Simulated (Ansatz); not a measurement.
Relaxed BePd (CsCl type):

```
BePd
1.0
    5.54527     0.00000     0.00000
    2.77263     2.77263     0.00000
    0.00000     0.00000     2.77263
Be Pd
2 2
Direct
  0.00000   0.00000   0.00000
  0.50000   0.00000   0.00000
  0.00000   0.50000   0.50000
  0.50000   0.50000   0.50000
```

A phonon eigenvector at M = (0.5, 0.5, 0.0) is frozen into this cell: atom i moves by Q times the vector below, so Q is the largest atomic displacement, in Å. The cell is held. (q is in reciprocal vectors of the primitive cell; the cell shown is doubled to hold the pattern.)

```tsv
atom	x	y	z
Be1	0.000	0.000	1.000
Be2	0.000	0.000	-1.000
```

Atoms not listed stay in place.

Method: LDA (plane waves to 420 eV, PAW, scalar-relativistic; Ansatz, a first-principles code). k mesh 17×17×17 (Γ-centred), Fermi-Dirac smearing 0.05 eV. E stands for the smeared free energy. With partly filled bands, energies and forces of such displacements shift with the k mesh and the smearing. BePd is run without spin polarisation. BePd was relaxed with its symmetry unable to fall. The zero of ΔE is the undisplaced structure.

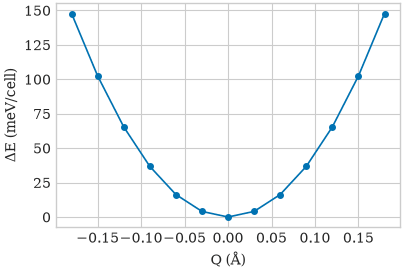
Figure: ΔE (meV/cell) against Q (Å); markers are the computed points, lines only join them.

Q: What is the energy change at Q = 0.180 Å?

A: About 150 meV/cell.

Q: What harmonic wavenumber does the curvature at Q = 0 give?

A: About 370 cm⁻¹.

(A displaced cell: forces are minus the slopes of the energy, force constants its curvatures, and phonons follow from these.)
